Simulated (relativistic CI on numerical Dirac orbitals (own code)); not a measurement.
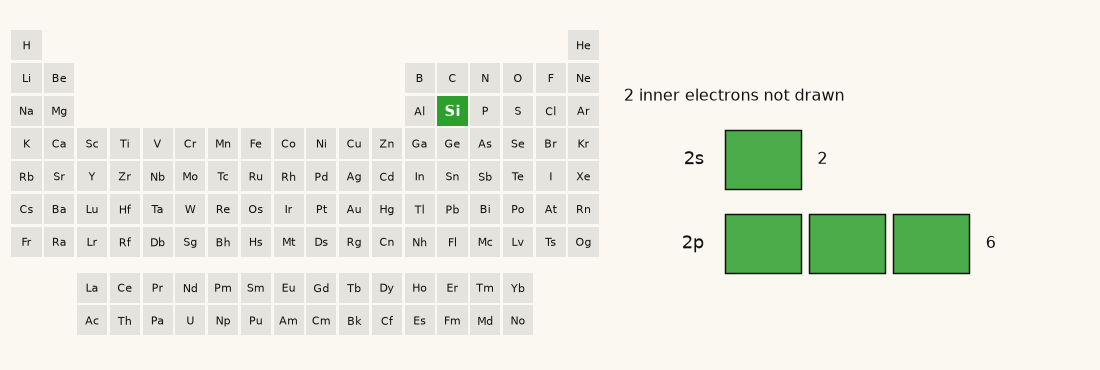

Fig. 1: Left, the place of silicon in the periodic table; right, the outer shells of the leading configuration of the lowest level: a box for each of the 2l + 1 orbitals, shaded by the share of the shell that is filled, with the electron count at the right.

**Relativistic CI calculation for Si⁴⁺**

Si⁴⁺. Computed at this level: Dirac-Coulomb-Breit CI, KLI orbitals optimised for each configuration, model QED (radiative potential, 1s self-energy scaled to tabulated hydrogen-like ionisation energies), valence Slater integrals scaled by 0.85, P86 correlation energy added to each configuration (relativistic CI on numerical Dirac orbitals, in-house).

Input:
```
atom Si  Z=14  charge=4  electrons=10
nucleus A=28  rms_radius_fm=3.1224
hamiltonian dirac-coulomb  breit=on  qed=on  c_scale=1
orbitals kli  potential=per-configuration
slater_scale 0.85
correlation p86
mixing on
configurations
  [He] 2s2 2p6
  [He] 2s2 2p5 3s
  [He] 2s2 2p5 3p
  [He] 2s2 2p5 3d
  [He] 2s2 2p5 4s
  [He] 2s2 2p5 4p
  [He] 2s2 2p5 4d
  [He] 2s2 2p5 4f
  [He] 2s 2p6 3s
  [He] 2s2 2p4 3s2
  [He] 2s 2p6 3p
  [He] 2s2 2p4 3s 3p
  [He] 2s 2p6 3d
  [He] 2s2 2p4 3p2
  [He] 2s2 2p4 3s 3d
  [He] 2s2 2p4 3p 3d
end
```

Hardware: 1 CPU thread, shared host.

The run was one of a batch that the task file lists, launched with:
```bash
python <driver script> task.json out
```

The program writes its results to a structured record and prints no log; tables and figures of this report are taken from that record.

The lowest 20 levels:

```csv
Configuration,Level,E (eV),LS purity (%),Landé g,Lifetime (s; – stable or not computed)
2p⁶,¹S₀,0,100,–,–
2p⁵ 3s,³P°₂,103.8,100,1.501,9.1×10⁻³
2p⁵ 3s,³P°₁,104.1,88,1.442,2.1×10⁻¹⁰
2p⁵ 3s,³P°₀,104.4,100,–,1.3×10⁰
2p⁵ 3s,¹P°₁,105.0,88,1.058,2.8×10⁻¹¹
2p⁵ 3p,³S₁,112.6,98,1.991,1.6×10⁻⁹
2p⁵ 3p,³D₃,113.8,100,1.334,1.0×10⁻⁹
2p⁵ 3p,³D₂,113.9,83,1.156,1.0×10⁻⁹
2p⁵ 3p,³D₁,114.1,81,0.631,1.0×10⁻⁹
2p⁵ 3p,[(2p₃/₂)³ 3p₃/₂] J = 2,114.4,51,1.256,9.2×10⁻¹⁰
2p⁵ 3p,¹P₁,114.7,57,1.030,9.9×10⁻¹⁰
2p⁵ 3p,[2p₁/₂ 3p₃/₂] J = 2,114.8,46,1.255,9.3×10⁻¹⁰
2p⁵ 3p,³P₀,114.9,100,–,8.1×10⁻¹⁰
2p⁵ 3p,³P₁,115.0,66,1.348,8.8×10⁻¹⁰
2p⁵ 3p,¹S₀,119.6,96,–,2.8×10⁻¹⁰
2p⁵ 3d,³P°₀,126.1,100,–,3.5×10⁻¹⁰
2p⁵ 3d,³P°₁,126.2,98,1.484,2.8×10⁻¹⁰
2p⁵ 3d,³P°₂,126.3,93,1.474,3.6×10⁻¹⁰
2p⁵ 3d,³F°₄,126.5,100,1.250,3.5×10⁻¹⁰
2p⁵ 3d,[(2p₃/₂)³ 3d₃/₂] J = 3,126.7,77,1.071,3.5×10⁻¹⁰
```

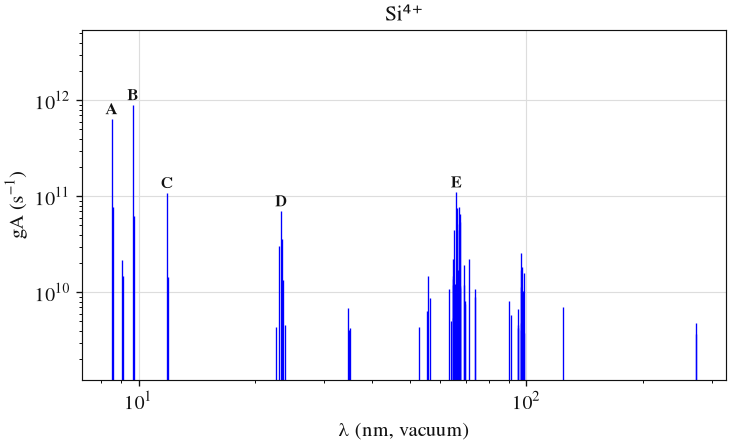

Fig. 2: The stronger electric dipole lines (weighted rates gA) for Si⁴⁺ (silicon, Z = 14). A: 2s² 2p⁵ 4d ¹P°₁ → 2s² 2p⁶ ¹S₀, 8.517 nm, gA = 6.4×10¹¹ s⁻¹; B: 2s² 2p⁵ 3d ¹P°₁ → 2s² 2p⁶ ¹S₀, 9.645 nm, gA = 8.9×10¹¹ s⁻¹; C: 2s² 2p⁵ 3s ¹P°₁ → 2s² 2p⁶ ¹S₀, 11.81 nm, gA = 1.1×10¹¹ s⁻¹; D: 2s 2p⁶ 3s ³S₁ → 2s² 2p⁵ 3s ³P°₂, 23.26 nm, gA = 7.0×10¹⁰ s⁻¹; E: 2s² 2p⁵ 4f ³G₅ → 2s² 2p⁵ 3d ³F°₄, 65.85 nm, gA = 1.1×10¹¹ s⁻¹. The strongest, B, lies in the soft X-ray region.

Key numbers:

```
           quantity                          value
            outcome                      converged
       lowest level                    2s² 2p⁶ ¹S₀
first excited level  2s² 2p⁵ 3s ³P°₂, 837,193 cm⁻¹
  ionisation energy                     166.587 eV
    levels computed                            387
     SCF iterations                            146
          wall time                         0.87 s
```

Remarks:

Limits: configurations can be misplaced by up to about 7 % of their energy; only a limited list of configurations is included, so lower levels can be missing; only lines among the lowest 67 of 387 levels are drawn.
